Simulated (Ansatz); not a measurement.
**TiAl3 (D022 type, space group I4/mmm): map of one atom of the cell**

TiAl3 (D022 type, space group I4/mmm)

```
TiAl3
1.0
   -1.91209     1.91209     4.28030
    1.91209    -1.91209     4.28030
    1.91209     1.91209    -4.28030
Al Ti
3 1
Direct
  0.50000   0.50000   0.00000
  0.75000   0.25000   0.50000
  0.25000   0.75000   0.50000
  0.00000   0.00000   0.00000
```

In this cell atom 4 (Ti, nearest neighbour Al at 2.704 Å; its periodic images, 3.8 Å or more away, move with it) is moved by u·(0.707, 0.707, 0.000) + v·(0.000, 0.000, 1.000); the rest is frozen.

These are r2SCAN (plane waves to 500 eV, PAW, scalar-relativistic; Ansatz, an electronic-structure program) values and carry that method's errors. k mesh 14×14×14 (Γ-centred), Fermi-Dirac smearing 0.05 eV. E stands for the smeared free energy. Points where atoms come too close for the PAW data are left out (x in tables, blank in figures). With partly filled bands, energies and forces of such displacements shift with the k mesh and the smearing. TiAl3 is run without spin polarisation. TiAl3 was relaxed with its symmetry unable to fall. The zero of ΔE is the undisplaced structure. Axes are in Å.

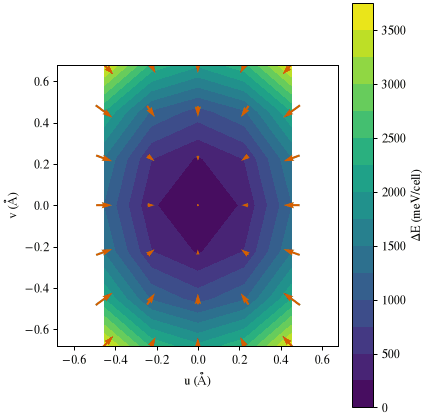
*ΔE (meV/cell) over the plane, with arrows for the in-plane force on the moved atom.*

Lowest place on the grid: u = 0.000 Å, v = 0.000 Å (0 meV/cell). Centre of the map: a minimum. Softest direction at the centre: along v. Principal force constants in the plane (five-point differences of the forces): 8.6 and 10.9 eV/Å².

(A displaced cell: forces are minus the slopes of the energy, force constants its curvatures, and phonons follow from these.)
